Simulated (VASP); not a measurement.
Band structure of HfB₂ (AlB2 type). Calculation: optB88-vdW, VASP's PBE PAW potentials (set 64) (plane waves; VASP).

Unless said otherwise, spin-orbit coupling is left out, though it shifts the bands of the heavy elements here.

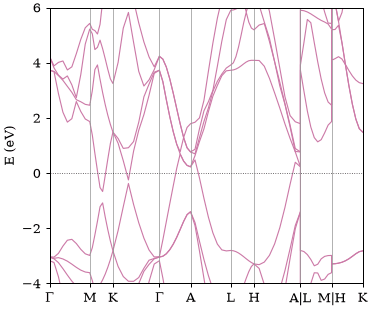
*Bands along high-symmetry lines, zero at the valence-band maximum or, without a gap, the Fermi level*

Read the plot: is there a gap, and where are the band edges?

It has no gap at this level: it comes out as a metal or semimetal. (Edges off the drawn lines would not show.)

The compound is HfB2 in the AlB2 type structure. It was relaxed first.
